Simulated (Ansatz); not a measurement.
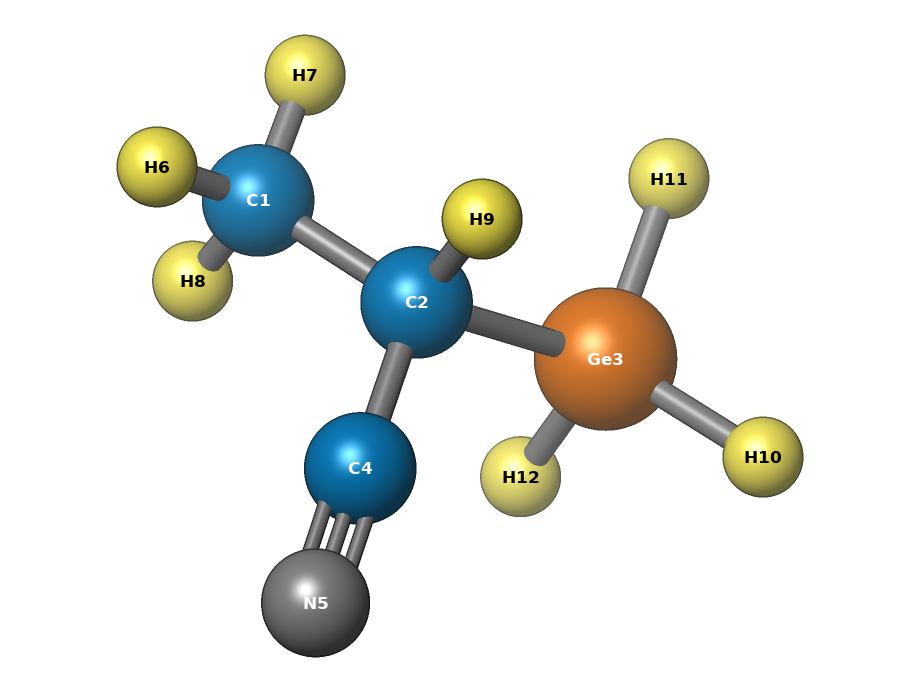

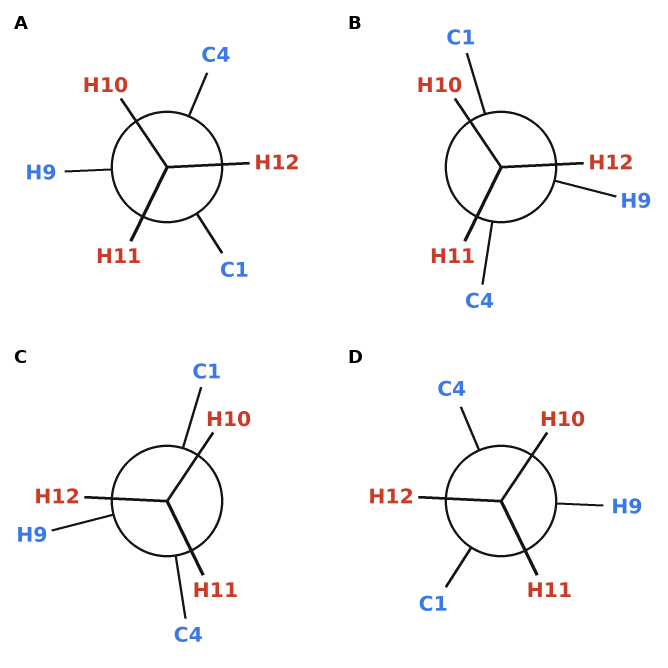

Depth is shown by fading: the farther an atom, the more it takes the colour of the background. Bonds that would overlap in a projection are set slightly apart. Computed geometry: PBE0-D4/def2-TZVP optimisation. No frequency run is at hand to confirm it as a minimum.

**Which Newman projection shows the view along Ge3–C2, with Ge3 in front?**

D. The torsion angle H10–Ge3–C2–C1 is 179°, antiperiplanar (anti).
